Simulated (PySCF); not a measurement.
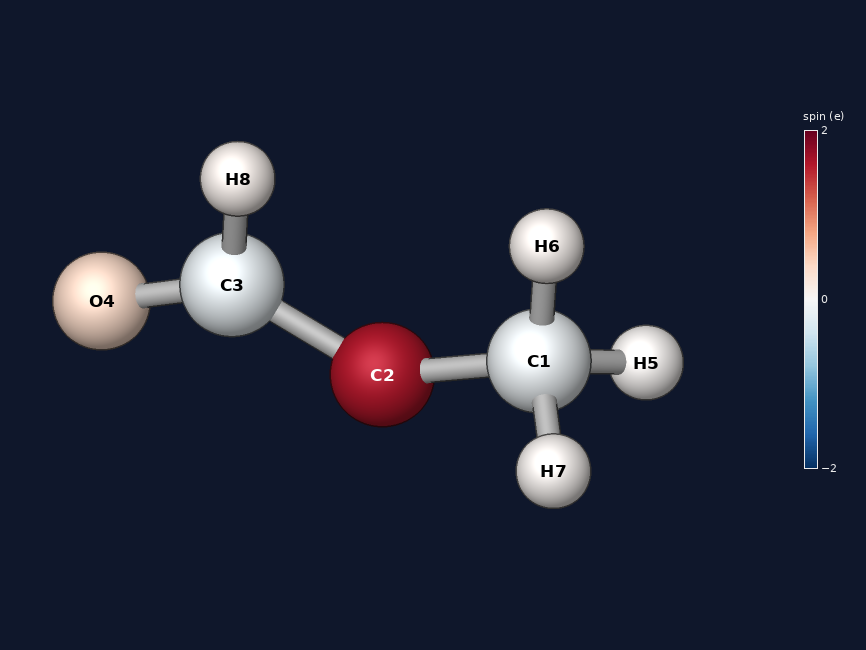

Atoms are coloured by their Mulliken spin populations. The species is neutral and a spin triplet. Computed geometry: GFN2-xTB optimisation. No frequency run is at hand to confirm it as a minimum. Properties computed with UKS B3LYP, pcH-1 on C H O, non-relativistic (PySCF 2.14.0).

**Which atom carries the largest spin population?**

C2 (1.61 e).

**Which atom has the lowest spin population?**

C3 (−0.13 e); a negative value comes from spin polarisation.

Give the Mulliken spin populations atom by atom.

| atom | value (e) |
| --- | --- |
| C1 | −0.10 |
| C2 | 1.61 |
| C3 | −0.13 |
| O4 | 0.37 |
| H5 | 0.04 |
| H6 | 0.07 |
| H7 | 0.05 |
| H8 | 0.09 |

Mulliken values depend strongly on the basis set. The spin state was imposed, and no run here compares it with a lower spin, which may lie lower.
